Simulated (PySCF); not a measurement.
Breaking a bond: H₆BN, SMILES [BH3-][NH3+], singlet. The B1–N5 bond (B1 also carries H, H, H; N5 carries H, H, H) is stretched with both fragments frozen at the PBE0/def2-TZVP optimised geometry.

Computed with: UKS-CAM-B3LYP = PySCF 2.14.0 with unrestricted CAM-B3LYP/cc-pVDZ; RKS-CAM-B3LYP = PySCF with restricted CAM-B3LYP/cc-pVDZ; UKS-PBE0 = unrestricted PBE0/cc-pVDZ (PySCF).

Magnitude of the dipole moment (D; its direction can reverse along the curve, and a method can change to another solution) and Mulliken charge of the fragment that holds B1:

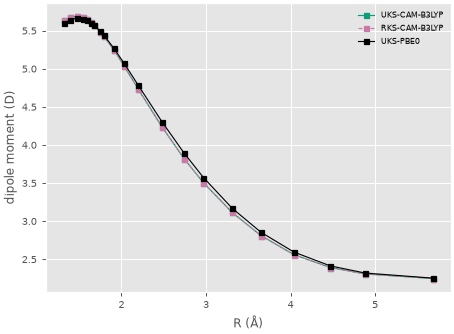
Fig. 1. Dipole moment against bond length.

```json
[
 {"R / Å": "1.32", "μ UKS-CAM-B3LYP": "5.64", "q UKS-CAM-B3LYP": "-0.74", "μ RKS-CAM-B3LYP": "5.64", "q RKS-CAM-B3LYP": "-0.74", "μ UKS-PBE0": "5.59", "q UKS-PBE0": "-0.73"},
 {"R / Å": "1.39", "μ UKS-CAM-B3LYP": "5.68", "q UKS-CAM-B3LYP": "-0.68", "μ RKS-CAM-B3LYP": "5.68", "q RKS-CAM-B3LYP": "-0.68", "μ UKS-PBE0": "5.64", "q UKS-PBE0": "-0.68"},
 {"R / Å": "1.48", "μ UKS-CAM-B3LYP": "5.69", "q UKS-CAM-B3LYP": "-0.61", "μ RKS-CAM-B3LYP": "5.69", "q RKS-CAM-B3LYP": "-0.61", "μ UKS-PBE0": "5.67", "q UKS-PBE0": "-0.60"},
 {"R / Å": "1.54", "μ UKS-CAM-B3LYP": "5.67", "q UKS-CAM-B3LYP": "-0.56", "μ RKS-CAM-B3LYP": "5.67", "q RKS-CAM-B3LYP": "-0.56", "μ UKS-PBE0": "5.66", "q UKS-PBE0": "-0.55"},
 {"R / Å": "1.59", "μ UKS-CAM-B3LYP": "5.65", "q UKS-CAM-B3LYP": "-0.52", "μ RKS-CAM-B3LYP": "5.65", "q RKS-CAM-B3LYP": "-0.52", "μ UKS-PBE0": "5.63", "q UKS-PBE0": "-0.52"},
 {"R / Å": "1.64", "μ UKS-CAM-B3LYP": "5.61", "q UKS-CAM-B3LYP": "-0.49", "μ RKS-CAM-B3LYP": "5.61", "q RKS-CAM-B3LYP": "-0.49", "μ UKS-PBE0": "5.60", "q UKS-PBE0": "-0.48"},
 {"R / Å": "1.67", "μ UKS-CAM-B3LYP": "5.58", "q UKS-CAM-B3LYP": "-0.47", "μ RKS-CAM-B3LYP": "5.58", "q RKS-CAM-B3LYP": "-0.47", "μ UKS-PBE0": "5.58", "q UKS-PBE0": "-0.46"},
 {"R / Å": "1.75", "μ UKS-CAM-B3LYP": "5.49", "q UKS-CAM-B3LYP": "-0.42", "μ RKS-CAM-B3LYP": "5.49", "q RKS-CAM-B3LYP": "-0.42", "μ UKS-PBE0": "5.49", "q UKS-PBE0": "-0.42"},
 {"R / Å": "1.79", "μ UKS-CAM-B3LYP": "5.43", "q UKS-CAM-B3LYP": "-0.40", "μ RKS-CAM-B3LYP": "5.43", "q RKS-CAM-B3LYP": "-0.40", "μ UKS-PBE0": "5.44", "q UKS-PBE0": "-0.39"},
 {"R / Å": "1.91", "μ UKS-CAM-B3LYP": "5.25", "q UKS-CAM-B3LYP": "-0.34", "μ RKS-CAM-B3LYP": "5.25", "q RKS-CAM-B3LYP": "-0.34", "μ UKS-PBE0": "5.27", "q UKS-PBE0": "-0.34"},
 {"R / Å": "2.03", "μ UKS-CAM-B3LYP": "5.04", "q UKS-CAM-B3LYP": "-0.29", "μ RKS-CAM-B3LYP": "5.04", "q RKS-CAM-B3LYP": "-0.29", "μ UKS-PBE0": "5.07", "q UKS-PBE0": "-0.29"},
 {"R / Å": "2.20", "μ UKS-CAM-B3LYP": "4.73", "q UKS-CAM-B3LYP": "-0.24", "μ RKS-CAM-B3LYP": "4.73", "q RKS-CAM-B3LYP": "-0.24", "μ UKS-PBE0": "4.78", "q UKS-PBE0": "-0.25"},
 {"R / Å": "2.48", "μ UKS-CAM-B3LYP": "4.24", "q UKS-CAM-B3LYP": "-0.18", "μ RKS-CAM-B3LYP": "4.24", "q RKS-CAM-B3LYP": "-0.18", "μ UKS-PBE0": "4.30", "q UKS-PBE0": "-0.19"},
 {"R / Å": "2.74", "μ UKS-CAM-B3LYP": "3.82", "q UKS-CAM-B3LYP": "-0.14", "μ RKS-CAM-B3LYP": "3.82", "q RKS-CAM-B3LYP": "-0.14", "μ UKS-PBE0": "3.89", "q UKS-PBE0": "-0.14"},
 {"R / Å": "2.97", "μ UKS-CAM-B3LYP": "3.50", "q UKS-CAM-B3LYP": "-0.10", "μ RKS-CAM-B3LYP": "3.50", "q RKS-CAM-B3LYP": "-0.10", "μ UKS-PBE0": "3.57", "q UKS-PBE0": "-0.11"},
 {"R / Å": "3.31", "μ UKS-CAM-B3LYP": "3.11", "q UKS-CAM-B3LYP": "-0.06", "μ RKS-CAM-B3LYP": "3.11", "q RKS-CAM-B3LYP": "-0.06", "μ UKS-PBE0": "3.17", "q UKS-PBE0": "-0.07"},
 {"R / Å": "3.65", "μ UKS-CAM-B3LYP": "2.81", "q UKS-CAM-B3LYP": "-0.04", "μ RKS-CAM-B3LYP": "2.81", "q RKS-CAM-B3LYP": "-0.04", "μ UKS-PBE0": "2.85", "q UKS-PBE0": "-0.04"},
 {"R / Å": "4.04", "μ UKS-CAM-B3LYP": "2.56", "q UKS-CAM-B3LYP": "-0.02", "μ RKS-CAM-B3LYP": "2.56", "q RKS-CAM-B3LYP": "-0.02", "μ UKS-PBE0": "2.59", "q UKS-PBE0": "-0.02"},
 {"R / Å": "4.47", "μ UKS-CAM-B3LYP": "2.39", "q UKS-CAM-B3LYP": "-0.01", "μ RKS-CAM-B3LYP": "2.39", "q RKS-CAM-B3LYP": "-0.01", "μ UKS-PBE0": "2.41", "q UKS-PBE0": "-0.01"},
 {"R / Å": "4.88", "μ UKS-CAM-B3LYP": "2.31", "q UKS-CAM-B3LYP": "0.00", "μ RKS-CAM-B3LYP": "2.31", "q RKS-CAM-B3LYP": "0.00", "μ UKS-PBE0": "2.32", "q UKS-PBE0": "0.00"},
 {"R / Å": "5.68", "μ UKS-CAM-B3LYP": "2.25", "q UKS-CAM-B3LYP": "0.00", "μ RKS-CAM-B3LYP": "2.25", "q RKS-CAM-B3LYP": "0.00", "μ UKS-PBE0": "2.25", "q UKS-PBE0": "0.00"}
]
```
